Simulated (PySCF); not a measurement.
## A study: C$_{3}$H$_{3}$NO, SMILES `c1cocn1`

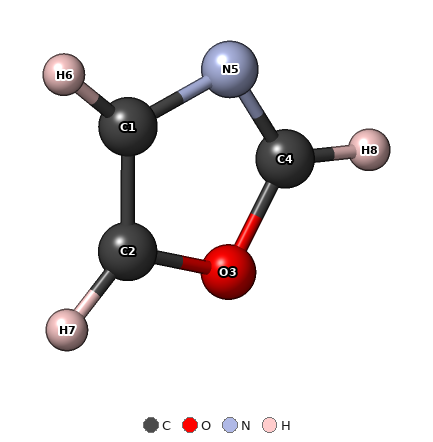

The molecule, with its atoms numbered as below. No frequency check shows the geometry to be a minimum.

Geometry (Å), atoms numbered from 1:

```
C1       0.9410   -0.6638    0.0000
C2       0.8839    0.6940    0.0000
O3      -0.4169    1.0535    0.0000
C4      -1.0875   -0.1027    0.0000
N5      -0.3345   -1.1507    0.0000
H6       1.7880   -1.3169    0.0000
H7       1.6235    1.4670    0.0000
H8      -2.1586   -0.0882    0.0000
```

Part 1: Bonding charge

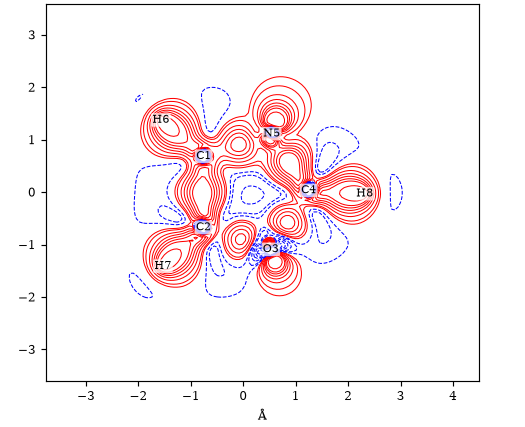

Deformation density (molecule less spherical, spin-averaged free atoms) in the molecular plane; contours at ±0.05 to ±0.8 e/Å³; solid red lines: gain, dashed blue lines: loss.

Level of theory: B3LYP/cc-pVTZ (PySCF), at a geometry from GFN2-xTB.

> Describe the bonding that the map shows.

C4–H8: +0.89 e/Å³ at the bond critical point (bond length 1.07 Å, Mayer order 1.0). C2–H7: +0.86 e/Å³ at the bond critical point (bond length 1.07 Å, Mayer order 1.0). C1–H6: +0.85 e/Å³ at the bond critical point (bond length 1.07 Å, Mayer order 1.0). C1–C2: +0.78 e/Å³ at the bond critical point (bond length 1.36 Å, Mayer order 1.6). C4–N5: +0.71 e/Å³ at the bond critical point (bond length 1.29 Å, Mayer order 1.8). C1–N5: +0.48 e/Å³ at the bond critical point (bond length 1.36 Å, Mayer order 1.3). O3–C4: +0.20 e/Å³ at the bond critical point (bond length 1.34 Å, Mayer order 1.2). C2–O3: +0.13 e/Å³ at the bond critical point (bond length 1.35 Å, Mayer order 1.1). In all, 1.9 electrons gather in the regions of gain relative to the promolecule. A small or negative value marks a very polar bond, one between electron-rich atoms, whose free-atom densities already overlap strongly, a long bond to a heavier atom, or a closed-shell contact such as a hydrogen bond.

Part 2: Bond critical points

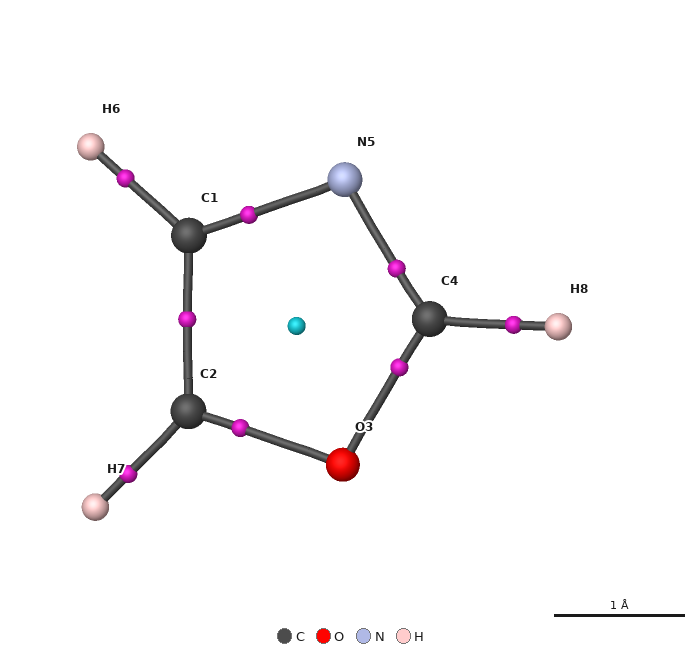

Molecular graph of the electron density (QTAIM): bond paths, bond critical points (magenta), ring points (cyan, if any); weak paths are dashed.

> How many critical points of each kind are there, and does the count close?

8 nuclei, 8 bond, 1 ring and 0 cage critical points: 8 − 8 + 1 − 0 = 1, as the Poincaré–Hopf relation requires.

> Tabulate density, Laplacian, ellipticity and energy density at the bond critical points (atomic units).

```csv
bond,length (Å),ρ (a.u.),∇²ρ (a.u.),ε,H (a.u.)
C4–N5,1.290,0.391,−1.15,0.33,−0.610
C1–C2,1.359,0.345,−1.18,0.35,−0.427
C1–N5,1.365,0.327,−0.96,0.11,−0.445
C4–H8,1.071,0.307,−1.30,0.06,−0.359
O3–C4,1.337,0.306,−0.31,0.15,−0.472
C2–H7,1.070,0.304,−1.27,0.05,−0.355
C1–H6,1.070,0.304,−1.26,0.04,−0.354
C2–O3,1.350,0.292,−0.21,0.12,−0.445
```

> What kind of interaction is C4–H8?

Shared-shell (covalent): ρ = 0.307, ∇²ρ = −1.30, H = −0.359 a.u.

Part 3: Local ionisation energy

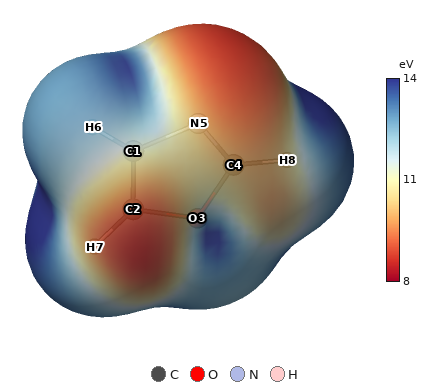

Average local ionisation energy on the surface of electron density 0.001 a.u.

> Locate the minima of the map.

The lowest value is 8.6 eV, off the molecular plane, over C2 (2.1 Å), and at like points elsewhere. Further minima include 8.7 eV, 2.0 Å from N5. For comparison, the highest occupied orbital lies at −7.0 eV.

Part 4: Excited states

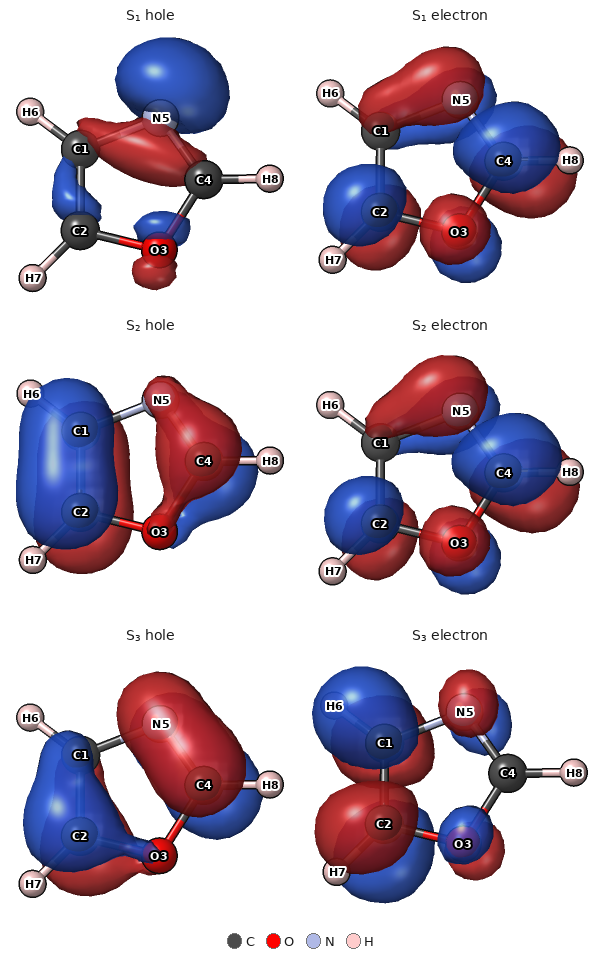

Leading natural transition orbitals (TDA singlet states).

PySCF calculation, CAM-B3LYP/def2-SVP, gas phase; geometry: GFN2-xTB. Without diffuse functions Rydberg states are missing, so the states' numbers hold for this basis only.

> Give the energy and character of each state.

By state:
- S₁: 6.60 eV (188 nm), f = 0.004, n → π*; the leading pair carries 100 %; hole on N5 (70 %), C1 and C4 (8 % each) and O3 (7 %), electron on C4 (32 %), O3 (18 %) and C2 (18 %); their centroids lie 1.1 Å apart.
- S₂: 7.09 eV (175 nm), f = 0.221 (bright), π → π*; the leading pair carries 95 %; hole on C2 (34 %), C1 (26 %) and C4 (19 %), electron on C4 (32 %), N5 (18 %) and O3 (18 %); their centroids lie 0.8 Å apart.
- S₃: 7.89 eV (157 nm), f = 0.034, π → π*; the leading pair carries 65 %; hole on N5 (25 %), C2 and C4 (20 % each) and C1 (17 %), electron on C1 (25 %), C2 (24 %) and N5 (17 %) (shares are of the whole state, not of the leading pair alone); their centroids lie 0.3 Å apart.

Part 5: Magnetic shielding

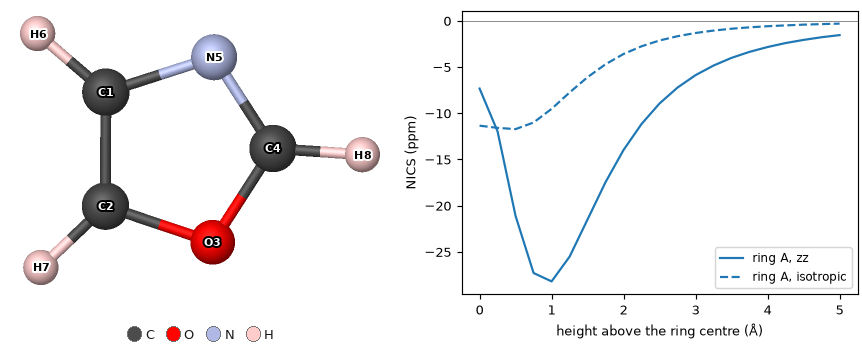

GIAO NICS scans along the ring normals; ring A: 5-membered ring C1/C2/O3/C4/N5.

Method: HF/def2-SVPD; geometry: GFN2-xTB; program: PySCF.

> Read the scans.

Ring A is strongly diatropic (aromatic): NICSzz reaches −28.2 ppm at 1.00 Å; NICS(0) = −11.3, NICS(1) = −9.5, NICS(1)zz = −28.2 ppm.

> What absolute proton shieldings does the same calculation give?

From 24.5 ppm (H8) to 24.9 ppm (H6).
